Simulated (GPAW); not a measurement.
# A GW chain in GPAW: LiF (Griceite)

Aim: the G0W0 gap of LiF (Griceite) on PBE, step by step.

Program: GPAW 26.7.0. Level of theory: PBE and many-body steps on it, plane waves. Results are calculated unless marked as measured.

**1. Set-up**

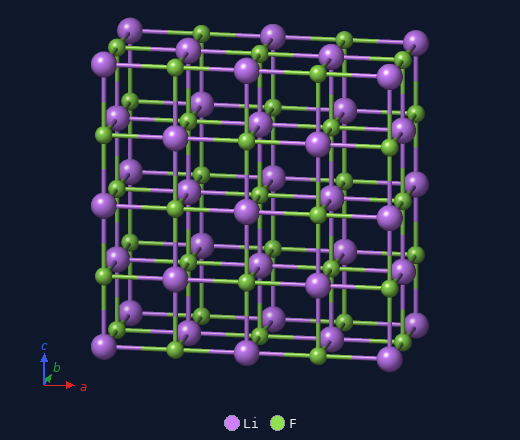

Start, viewed slightly off an axis; lithium purple, fluorine green. 2×1×2 cells are drawn. This picture shows the conventional cell, with its axes. Some periodic images of atoms are drawn too.

As a file:

```
Li F
1.0
     0.00000    2.01400    2.01400
     2.01400    0.00000    2.01400
     2.01400    2.01400    0.00000
Li F
1 1
Direct
  0.00000 0.00000 0.00000
  0.50000 0.50000 0.50000
```

The cell and positions come from the Crystallography Open Database and are kept as given unless a step says otherwise.

**2. Ground state**

This step: GPAW 26.7.0; DFT, PBE, plane waves, PAW.

The ground-state density comes first.

run.py

```python
import json
import numpy as np
from gpaw.mpi import world
from ase import Atoms
from gpaw import GPAW, PW, FermiDirac

atoms = Atoms(['Li', 'F'],
    cell=[[0.0000000000, 2.0140000000, 2.0140000000],
      [2.0140000000, 0.0000000000, 2.0140000000],
      [2.0140000000, 2.0140000000, 0.0000000000]],
    scaled_positions=[[0.0000000000, 0.0000000000, 0.0000000000],
      [0.5000000000, 0.5000000000, 0.5000000000]],
    pbc=(True, True, True))
calc = GPAW(mode=PW(600),
    xc='PBE',
    kpts={'size': (10, 10, 10), 'gamma': True},
    occupations=FermiDirac(0.001),
    nbands=-7,
    convergence={'density': 1e-6, 'bands': -3},
    maxiter=100,
    txt='gs.txt')
atoms.calc = calc
res = {'energy': atoms.get_potential_energy()}
kpts = calc.get_ibz_k_points()
res['kpts'] = kpts
res['eigenvalues'] = [calc.get_eigenvalues(kpt=k) for k in range(len(kpts))]
res['n_electrons'] = calc.get_number_of_electrons()
calc.write('gs.gpw')

if world.rank == 0:
    with open('result.json', 'w') as f:
        json.dump(res, f, default=lambda x: x.tolist())
```

Command:

```
mpirun -n 4 gpaw python run.py
```

What it wrote:

```text
__  _  _
 | _ |_)|_||  |
 |__||  | ||/\| - 26.7.0

Input parameters:
  mode=PW(ecut=600.0),
  convergence={'density': 1e-06, 'bands': -3},
  kpts=MonkhorstPack(size=(10, 10, 10), gamma=True),
  maxiter=100,
  nbands=-7,
  occupations=Occupations(name='fermi-dirac', width=0.001, fixmagmom=False),
  xc=XC(name='PBE')
  [... matrices ...]
Diagonalizing LCAO Hamiltonian
Converting LCAO to pw mode

              F

       Li

Atoms  # Å, Bohr magnetons
|   | symbol |        x |        y |        z |    initial magnetic moments |
| 0 |     Li | 0.000000 | 0.000000 | 0.000000 | ( 0.0000,  0.0000,  0.0000) |
| 1 |      F | 2.014000 | 2.014000 | 2.014000 | ( 0.0000,  0.0000,  0.0000) |

Unit cell  # Å
| periodic |        x |        y |        z |  lengths |    angles |
|      yes | 0.000000 | 2.014000 | 2.014000 | 2.848226 | 60.000000 |
|      yes | 2.014000 | 0.000000 | 2.014000 | 2.848226 | 60.000000 |
|      yes | 2.014000 | 2.014000 | 0.000000 | 2.848226 | 60.000000 |

Number of symmetries: 48
Symmetry operations  # r_c * U_cc + t_c -> r_c
|    | kind |            matrix            |
|  0 |  σ   |  1, 0, 0,  1, 0,-1,  1,-1, 0 |
|  1 |  C2  |  1, 0, 0,  1,-1, 0,  1, 0,-1 |
|  2 |  E   |  1, 0, 0,  0, 1, 0,  0, 0, 1 |
|  3 |  σ   |  1, 0, 0,  0, 0, 1,  0, 1, 0 |
|  4 |  C4  |  1, 0,-1,  1, 0, 0,  1,-1, 0 |
|  5 |  S6  |  1, 0,-1,  1,-1, 0,  1, 0, 0 |
|  6 |  σ   |  1, 0,-1,  0, 1,-1,  0, 0,-1 |
|  7 |  C3  |  1, 0,-1,  0, 0,-1,  0, 1,-1 |
|  8 |  S6  |  1,-1, 0,  1, 0, 0,  1, 0,-1 |
|  9 |  C4  |  1,-1, 0,  1, 0,-1,  1, 0, 0 |
| 10 |  C3  |  1,-1, 0,  0,-1, 1,  0,-1, 0 |
| 11 |  σ   |  1,-1, 0,  0,-1, 0,  0,-1, 1 |
| 12 |  σ   |  0, 1, 0,  1, 0, 0,  0, 0, 1 |
| 13 |  C4  |  0, 1, 0,  0, 1,-1, -1, 1, 0 |
| 14 |  C3  |  0, 1, 0,  0, 0, 1,  1, 0, 0 |
| 15 |  S6  |  0, 1, 0, -1, 1, 0,  0, 1,-1 |
| 16 |  C2  |  0, 1,-1,  1, 0,-1,  0, 0,-1 |
| 17 |  σ   |  0, 1,-1,  0, 1, 0, -1, 1, 0 |
| 18 |  S4  |  0, 1,-1,  0, 0,-1,  1, 0,-1 |
| 19 |  C4  |  0, 1,-1, -1, 1, 0,  0, 1, 0 |
| 20 |  C3  |  0, 0, 1,  1, 0, 0,  0, 1, 0 |
| 21 |  σ   |  0, 0, 1,  0, 1, 0,  1, 0, 0 |
| 22 |  S6  |  0, 0, 1,  0,-1, 1, -1, 0, 1 |
| 23 |  C4  |  0, 0, 1, -1, 0, 1,  0,-1, 1 |
| 24 |  S4  |  0, 0,-1,  1, 0,-1,  0, 1,-1 |
| 25 |  C3  |  0, 0,-1,  0, 1,-1,  1, 0,-1 |
| 26 |  C2  |  0, 0,-1,  0,-1, 0, -1, 0, 0 |
| 27 |  S6  |  0, 0,-1, -1, 0, 0,  0,-1, 0 |
| 28 |  S4  |  0,-1, 1,  1,-1, 0,  0,-1, 0 |
| 29 |  C4  |  0,-1, 1,  0, 0, 1, -1, 0, 1 |
| 30 |  C2  |  0,-1, 1,  0,-1, 0,  1,-1, 0 |
| 31 |  σ   |  0,-1, 1, -1, 0, 1,  0, 0, 1 |
| 32 |  C3  |  0,-1, 0,  1,-1, 0,  0,-1, 1 |
| 33 |  S6  |  0,-1, 0,  0, 0,-1, -1, 0, 0 |
| 34 |  S4  |  0,-1, 0,  0,-1, 1,  1,-1, 0 |
| 35 |  C2  |  0,-1, 0, -1, 0, 0,  0, 0,-1 |
| 36 |  C2  | -1, 1, 0,  0, 1, 0,  0, 1,-1 |
| 37 |  S6  | -1, 1, 0,  0, 1,-1,  0, 1, 0 |
| 38 |  S4  | -1, 1, 0, -1, 0, 1, -1, 0, 0 |
| 39 |  C3  | -1, 1, 0, -1, 0, 0, -1, 0, 1 |
| 40 |  S6  | -1, 0, 1,  0, 0, 1,  0,-1, 1 |
| 41 |  C2  | -1, 0, 1,  0,-1, 1,  0, 0, 1 |
| 42 |  C3  | -1, 0, 1, -1, 1, 0, -1, 0, 0 |
| 43 |  S4  | -1, 0, 1, -1, 0, 0, -1, 1, 0 |
| 44 |  C2  | -1, 0, 0,  0, 0,-1,  0,-1, 0 |
| 45 |  i   | -1, 0, 0,  0,-1, 0,  0, 0,-1 |
| 46 |  σ   | -1, 0, 0, -1, 1, 0, -1, 0, 1 |
| 47 |  C2  | -1, 0, 0, -1, 0, 1, -1, 1, 0 |

BZ-sampling:
  Number of BZ points: 1000
  Number of IBZ points: 47

  Monkhorst-Pack size: [10, 10, 10]
  Monkhorst-Pack shift: [0.05, 0.05, 0.05]

K-points  # in reciprocal-cell coordinates
|     |                                coordinates |     weight |
|   0 | (  0.00000000,   0.00000000,   0.00000000) | 0.00100000 |
|   1 | (  0.10000000,   0.10000000,   0.00000000) | 0.00600000 |
|   2 | (  0.10000000,   0.10000000,   0.10000000) | 0.00800000 |
|   3 | (  0.20000000,   0.10000000,   0.10000000) | 0.01200000 |
|   4 | (  0.20000000,   0.20000000,   0.00000000) | 0.00600000 |
|   5 | (  0.20000000,   0.20000000,   0.10000000) | 0.02400000 |
|   6 | (  0.20000000,   0.20000000,   0.20000000) | 0.00800000 |
|   7 | (  0.30000000,   0.20000000,   0.10000000) | 0.02400000 |
|   8 | (  0.30000000,   0.20000000,   0.20000000) | 0.02400000 |
|   9 | (  0.30000000,   0.30000000,   0.00000000) | 0.00600000 |
| ... |                                            |            |
|  46 | (  0.50000000,   0.50000000,   0.50000000) | 0.00400000 |

Plane wave coefficients: 556
Cutoff: 600.0 eV

Spin-components: 1 (collinear spins)
Bands:           11
Projectors:      8
Spin-degeneracy: 2
Datatype:        complex128

  Storage: CPU
  Wave functions: 4_442_064 bytes (1_110_516 per core)
  Projectors: 7_672_656 bytes (1_918_164 per core)
  [... matrices ...]
Parallelization:
  kpt:    4
  domain: 1
  band:   1

Density:
  Valence electrons: 8.0
  Components: 1
  Grid points: [18 18 18]
  Charge: 0.0  # |e|

Potential:
  Grid points: [18 18 18]

species:
  Li:
    name:    Lithium
    Z:       3.0
    valence: 1
    core:    2
    charge:  0.0  # [|e|]
    compensation charges:
      type: gauss
      rc: 0.33  # [Å]
      lmax: 2
    cutoffs:
      filter: 1.91  # [Å]
      core: 2.55  # [Å]
    projectors
    | kind |    occ | energy [eV] | rcut [Å] |
    |   2s |  1.000 |      -2.874 |    1.058 |
    |   2p |  0.000 |      -1.090 |    1.058 |
    |    s |        |      24.337 |    1.058 |

    Using partial waves for Li as LCAO basis

  F:
    name:    Fluorine
    Z:       9.0
    valence: 7
    core:    2
    charge:  0.0  # [|e|]
    compensation charges:
      type: gauss
      rc: 0.20  # [Å]
      lmax: 2
    cutoffs:
      filter: 1.14  # [Å]
      core: 0.74  # [Å]
    projectors
    | kind |    occ | energy [eV] | rcut [Å] |
    |   2s |  2.000 |     -29.898 |    0.635 |
    |   2p |  5.000 |     -11.110 |    0.635 |
    |    s |        |      -2.687 |    0.635 |
    |    p |        |      16.102 |    0.635 |
    |    d |        |       0.000 |    0.635 |

    Using partial waves for F as LCAO basis

Reference energy: -2916.868605  # eV

eigensolver:
  PPCG
  Converge bands: -3
  niter=2

density mixing:
  MSR1-Mixer
  Pratt-step length: 0.05
  Maximum mixing coefficient: 0.75
  Old densities: 10
  SVD Regularization: 0.005
  Good broyden scale: 1.0
  Trust region scale: 1.0
  Backstep threshold: 4.0
  History deletion threshold: 6.0
  Fourier metric: weight=20.0, sigma=0.015

occupation numbers:
  Fermi-Dirac:
    width: 0.0010  # eV

poisson solver:
  ecut: 4800.0  # eV

xc functional:
  name: PBE with 2 nearest neighbor stencil

Initialization done in: 1.501 s

convergence criteria:
- Maximum integral of absolute [dens]ity change: 1e-06 electrons / valence electron
- Maximum [total energy] change in last 3 cyles: 0.0005 eV / valence electron
- Maximum integral of absolute [eigenst]ate change: 4e-08 eV^2 / valence electron
maximum number of iterations: 100

SCF iterations
|iter     |     time |      energy | eigst |  dens |
|iter:   1|  |   -9.693387 | +2.00 |       |
|iter:   2|  |   -9.639534 | -0.02 | -1.07 |
|iter:   3|  |   -9.491681 | -1.14 | -1.12 |
|iter:   4|  |   -9.499847 | -3.10 | -1.55 |
|iter:   5|  |   -9.503931 | -2.98 | -1.86 |
|iter:   6|  |   -9.503952 | -5.53 | -3.07 |
|iter:   7|  |   -9.503959c| -5.90 | -3.40 |
|iter:   8|  |   -9.503959c| -7.98c| -4.76 |
|iter:   9|  |   -9.503959c| -8.55c| -5.08 |
|iter:  10|  |   -9.503959c| -9.66c| -6.55c|

Converged in 10 steps
SCF loop duration: 1.212 s (0.121 s/step)
Energy contributions relative to reference atoms: (reference = -2916.868605)
  [... matrices ...]
Energy contributions:
  Kinetic:          12.232804
  Coulomb:         -12.018208
  Zero:              0.224595
  External:          0.000000
  Xc:               -9.943149
  Entropy:          -0.000000
  Spinorbit:         0.000000
  ----------------------------
  Free energy:      -9.503959
  Extrapolated:     -9.503959

dipole moment: (-2.308529, -2.308529, -2.308529)  # |e|*Ang

Fermi level: 2.918
Eigenvalues  # (at kpt = [0.000, 0.000, 0.000])
| band index |      eig [eV] | occ [0-2] |
|          0 |       -20.707 |     2.000 |
|          1 |        -0.676 |     2.000 |
|          2 |        -0.676 |     2.000 |
|          3 |        -0.676 |     2.000 |
|          4 |         8.393 |     0.000 |
|          5 |        23.528 |     0.000 |
|          6 |        23.528 |     0.000 |
|          7 |        23.528 |     0.000 |
|          8 |        23.828 |     0.000 |
|          9 |        23.828 |     0.000 |
|         10 |        23.828 |     0.000 |

Gap: 9.070 eV
Transition (v -> c):
  (s=0, k=0, n=3, [0.00, 0.00, 0.00]) -> (s=0, k=0, n=4, [0.00, 0.00, 0.00])
No difference between direct/indirect transitions
# Writing to gs.gpw (mode='')
  [... matrices ...]
```

Elapsed: 4.4 s, on 4 MPI ranks of AMD EPYC 9R14 (Zen 4), shared host; peak memory 0.61 GiB; 17 s of CPU time.

Numbers from this step:

* total energy: -9.504 eV
* gap: 9.070 eV
* k of the valence top: 0, 0, 0
* k of the conduction bottom: 0, 0, 0
* least direct gap: 9.070 eV

The gap is direct, at Γ.

**3. Bands along the symmetry lines**

Levels along a band path, at the cheap level, show where the edges lie and whether the meshes to come will hold them.

run.py

```python
import json
import numpy as np
from gpaw.mpi import world
from gpaw import GPAW

path = [[0.000000, 0.000000, 0.000000],
    [0.062500, 0.000000, 0.062500],
    [0.125000, 0.000000, 0.125000],
    [0.187500, 0.000000, 0.187500],
    [0.250000, 0.000000, 0.250000],
    [0.312500, 0.000000, 0.312500],
    [0.375000, 0.000000, 0.375000],
    [0.437500, 0.000000, 0.437500],
    [0.500000, 0.000000, 0.500000],
    [0.515625, 0.031250, 0.515625],
    [0.531250, 0.062500, 0.531250],
    [0.546875, 0.093750, 0.546875],
    [0.562500, 0.125000, 0.562500],
    [0.578125, 0.156250, 0.578125],
    [0.593750, 0.187500, 0.593750],
    [0.609375, 0.218750, 0.609375],
    [0.625000, 0.250000, 0.625000],
    [0.375000, 0.375000, 0.750000],
    [0.328125, 0.328125, 0.656250],
    [0.281250, 0.281250, 0.562500],
    [0.234375, 0.234375, 0.468750],
    [0.187500, 0.187500, 0.375000],
    [0.140625, 0.140625, 0.281250],
    [0.093750, 0.093750, 0.187500],
    [0.046875, 0.046875, 0.093750],
    [0.000000, 0.000000, 0.000000],
    [0.062500, 0.062500, 0.062500],
    [0.125000, 0.125000, 0.125000],
    [0.187500, 0.187500, 0.187500],
    [0.250000, 0.250000, 0.250000],
    [0.312500, 0.312500, 0.312500],
    [0.375000, 0.375000, 0.375000],
    [0.437500, 0.437500, 0.437500],
    [0.500000, 0.500000, 0.500000],
    [0.500000, 0.468750, 0.531250],
    [0.500000, 0.437500, 0.562500],
    [0.500000, 0.406250, 0.593750],
    [0.500000, 0.375000, 0.625000],
    [0.500000, 0.343750, 0.656250],
    [0.500000, 0.312500, 0.687500],
    [0.500000, 0.281250, 0.718750],
    [0.500000, 0.250000, 0.750000],
    [0.500000, 0.218750, 0.718750],
    [0.500000, 0.187500, 0.687500],
    [0.500000, 0.156250, 0.656250],
    [0.500000, 0.125000, 0.625000],
    [0.500000, 0.093750, 0.593750],
    [0.500000, 0.062500, 0.562500],
    [0.500000, 0.031250, 0.531250],
    [0.500000, 0.000000, 0.500000]]
calc = GPAW('gs.gpw').fixed_density(kpts=path,
    symmetry='off',
    nbands=14,
    convergence={'bands': 10},
    txt='bands.txt')
res = {}
kpts = calc.get_ibz_k_points()
res['kpts'] = kpts
res['eigenvalues'] = [calc.get_eigenvalues(kpt=k) for k in range(len(kpts))]
res['n_electrons'] = calc.get_number_of_electrons()

if world.rank == 0:
    with open('result.json', 'w') as f:
        json.dump(res, f, default=lambda x: x.tolist())
```

Command:

```
mpirun -n 4 gpaw python run.py
```

What it wrote:

```text
Diagonalizing LCAO Hamiltonian
Converting LCAO to pw mode
convergence criteria:
- Maximum integral of absolute [eigenst]ate change: 4e-08 eV^2 / valence electron
maximum number of iterations: 100

SCF iterations
|iter     |     time |      energy | eigst |  dens |
|iter:   1|  |             | +2.64 |       |
|iter:   2|  |             | +0.85 |       |
|iter:   3|  |             | -1.38 |       |
|iter:   4|  |             | -2.77 |       |
|iter:   5|  |             | -4.90 |       |
|iter:   6|  |             | -6.47 |       |
|iter:   7|  |             | -7.66c|       |
SCF steps: 7
  __  _  _
 | _ |_)|_||  |
 |__||  | ||/\| - 26.7.0

Input parameters:
  mode=PW(ecut=600.0),
  convergence={'bands': 10},
  gpts=array([18, 18, 18]),
  kpts=KPoints(kpts=array([[0.      , 0.      , 0.      ],
         [0.0625  , 0.      , 0.0625  ],
         [0.125   , 0.      , 0.125   ],
         [0.1875  , 0.      , 0.1875  ],
[...]
[0.515625, 0.03125 , 0.515625],
[...]
[0.546875, 0.09375 , 0.546875],
[...]
[0.578125, 0.15625 , 0.578125],
[...]
[0.609375, 0.21875 , 0.609375],
[...]
[0.328125, 0.328125, 0.65625 ],
[...]
[0.234375, 0.234375, 0.46875 ],
[...]
[0.140625, 0.140625, 0.28125 ],
[...]
[0.046875, 0.046875, 0.09375 ],
[...]
[0.5     , 0.0625  , 0.5625  ],
         [0.5     , 0.03125 , 0.53125 ],
         [0.5     , 0.      , 0.5     ]])),
  maxiter=100,
  nbands=14,
  occupations=Occupations(name='fermi-dirac', width=0.001, fixmagmom=False),
  parallel={},
  symmetry=Symmetry(point_group=False, time_reversal=False),
  xc=XC(name='PBE')
```

Run time: 4 s. Hardware: 4 MPI ranks; peak memory 0.52 GiB.

Numbers from this step:

* gap: 9.068 eV
* k of the valence top: 0.0469, 0.0469, 0.0938
* k of the conduction bottom: 0, 0, 0
* least direct gap: 9.070 eV

The gap is 9.068 eV, −0.002 eV from the run before at this level.

The electronic bands at the labelled points (eV, zero at the top of the highest filled band; v1 is the highest filled band, c1 the lowest empty one):

```
    point      v4     v3     v2     v1     c1     c2     c3     c4
        Γ  -20.03   0.00   0.00   0.00   9.07  24.20  24.20  24.20
        X  -19.30  -3.01  -1.00  -1.00  14.83  16.57  17.45  20.33
        U  -19.34  -2.50  -1.57  -0.73  14.52  14.93  18.43  19.75
jump to K  -19.34  -2.50  -1.57  -0.73  14.52  14.93  18.43  19.75
        Γ  -20.03   0.00   0.00   0.00   9.07  24.20  24.20  24.20
        L  -19.56  -2.53  -0.22  -0.22  10.77  16.77  18.97  18.97
        W  -19.32  -2.08  -2.08  -0.80  15.09  15.09  17.49  19.25
        X  -19.30  -3.01  -1.00  -1.00  14.83  16.57  17.45  20.33
```

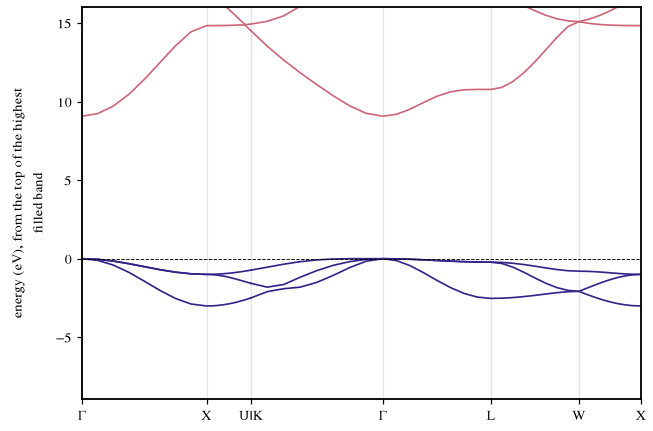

Electronic bands along the path; lines of filled and empty bands in two colours.

**4. Empty states on the mesh, 8×8×8 mesh, 252 bands**

The sums over transitions need many empty states on a uniform mesh; this step solves for them.

run.py

```python
import json
import numpy as np
from gpaw.mpi import world
from gpaw import GPAW

calc = GPAW('gs.gpw').fixed_density(kpts={'size': (8, 8, 8), 'gamma': True},
    parallel={'domain': 1, 'band': 1},
    txt='nscf.txt')
calc.diagonalize_full_hamiltonian(nbands=252)
calc.write('full.gpw', mode='all')
res = {}
kpts = calc.get_ibz_k_points()
res['kpts'] = kpts
res['eigenvalues'] = [calc.get_eigenvalues(kpt=k) for k in range(len(kpts))]
res['n_electrons'] = calc.get_number_of_electrons()

if world.rank == 0:
    with open('result.json', 'w') as f:
        json.dump(res, f, default=lambda x: x.tolist())
```

Command:

```
mpirun -n 4 gpaw python run.py
```

What it wrote:

```text
Diagonalizing LCAO Hamiltonian
Converting LCAO to pw mode
convergence criteria:
- Maximum integral of absolute [eigenst]ate change: 4e-08 eV^2 / valence electron
maximum number of iterations: 100

SCF iterations
|iter     |     time |      energy | eigst |  dens |
|iter:   1|  |             | +2.04 |       |
|iter:   2|  |             | +0.09 |       |
|iter:   3|  |             | -1.86 |       |
|iter:   4|  |             | -3.94 |       |
|iter:   5|  |             | -5.72 |       |
|iter:   6|  |             | -7.37 |       |
|iter:   7|  |             | -8.73c|       |
SCF steps: 7
  __  _  _
 | _ |_)|_||  |
 |__||  | ||/\| - 26.7.0

Input parameters:
  mode=PW(ecut=600.0),
  convergence={'density': 1e-06, 'bands': -3},
  gpts=array([18, 18, 18]),
  kpts=MonkhorstPack(size=(8, 8, 8), gamma=True),
  maxiter=100,
  nbands=11,
  occupations=Occupations(name='fermi-dirac', width=0.001, fixmagmom=False),
  parallel={'domain': 1, 'band': 1},
  xc=XC(name='PBE')
Matrix size: 560x560
# Writing to full.gpw (mode='all')
  [... matrices ...]

timing:  # [seconds]
  Total: 1.549  # ━━━━━━━━━━━━━━━━━━━━━━━━━━━━━━━━━━━━━━━━━━━━━━━━━━━━━━━━━━━
```

It took 5.3 s on 4 MPI ranks; peak memory 0.73 GiB.

This step gave:

| Property | Result |
| --- | --- |
| gap | 9.070 eV |
| k of the valence top | 0, 0, 0 |
| k of the conduction bottom | 0, 0, 0 |
| least direct gap | 9.070 eV |
| k points computed | 29 |
| lowest point of the top converged band, above the valence top | 329.0016 eV |

On this mesh the gap is 9.070 eV.

(Part 1 of 2 ends here.)

[Paths, hosts, dates, memory and timing lines, banners, echoed tables and standing remarks are left out of the program output.]

[Logs are printed without paths, hosts, clocks, repeated set-up lines and the standing remarks that a program may print on its own settings, such as how far it seeks lower states.]

[Runs of the session that timed out or met a known fault of the program may be left out.]

[Hosts, paths, dates, database ids (printed as entryN), source tags and the programs' standing remarks are cut or masked in the printed files.]
